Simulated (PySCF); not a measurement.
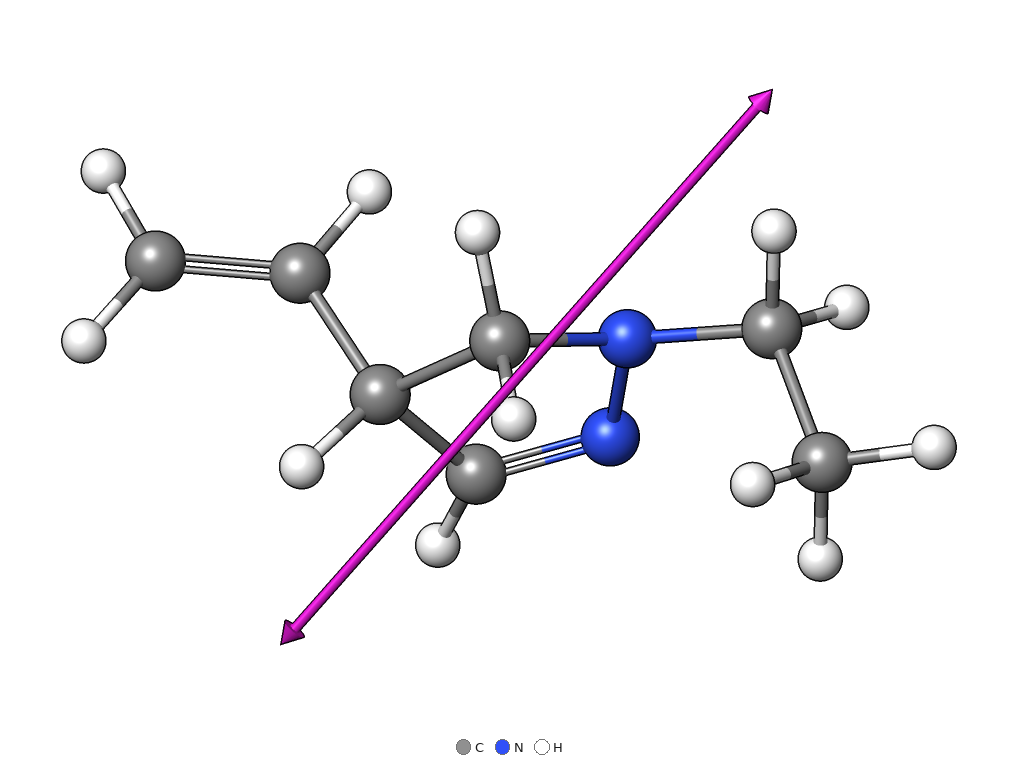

The double arrow shows the direction of the transition dipole to excited singlet state 4 (its length means nothing). The computed structure is the end point of a PBE0-D3(BJ)/def2-SVP optimisation. No frequency run is at hand to confirm it as a minimum. Method: TDDFT ωB97X-D/def2-SVPD, vertical, gas phase, core orbitals frozen in the response (PySCF 2.14.0).

Question. Give its energy, strength and character.

Answer. 6.41 eV (193 nm), oscillator strength 0.046, mainly HOMO → LUMO+2 (weight 0.85); transition dipole 1.38 D.
